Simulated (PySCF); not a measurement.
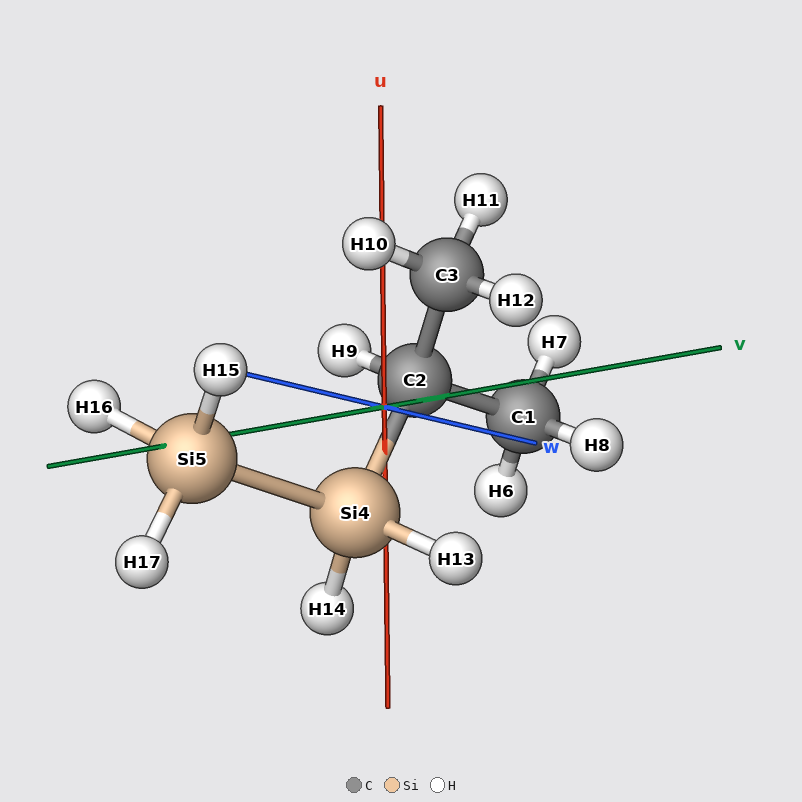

The lines u, v and w are the principal axes of the static dipole polarisability. Computed geometry: GFN2-xTB optimisation. No frequency run is at hand to confirm it as a minimum. Computed with CAM-B3LYP/def2-SVPD (PySCF 2.14.0).

Along which axis is the molecule most polarisable, and along which least?

Most along v (close to the long direction C1···Si5), least along w.

Give the three principal values.

u 91.2, v 112.4, w 81.0 bohr³; mean 94.9, anisotropy 27.8 bohr³.

The geometry is semi-empirical. Around Si such bond lengths and angles can be off by a tenth of an ångström or more and by several degrees, and values that hang on the shape move with them.
